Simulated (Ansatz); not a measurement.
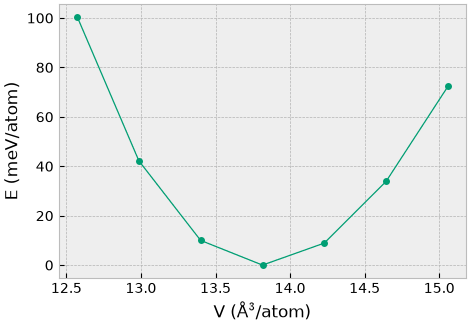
GaMo$_{3}$N (anti-perovskite, Pm-3m) under volume change, PBE in the plane-wave PAW code Ansatz, scaled uniformly.

Question: What does a third-order Birch–Murnaghan fit give for V₀, B₀ and B′?

Answer: V₀ = 13.82 Å³/atom, B₀ = 242 GPa, B′ = 4.5.

The start of the workflow was typed in or built on a structure type; neither database checked (COD, Materials Project) lists it. Its standing as an ambient phase is unchecked. The PBE relaxation kept the symmetry of its start; its stability against distortions is not shown here. The workflow began spin-polarised and lost its moments. The volume moved by 15 % from the start of the relaxation.

Potentials: the later of the program's two PAW sets.
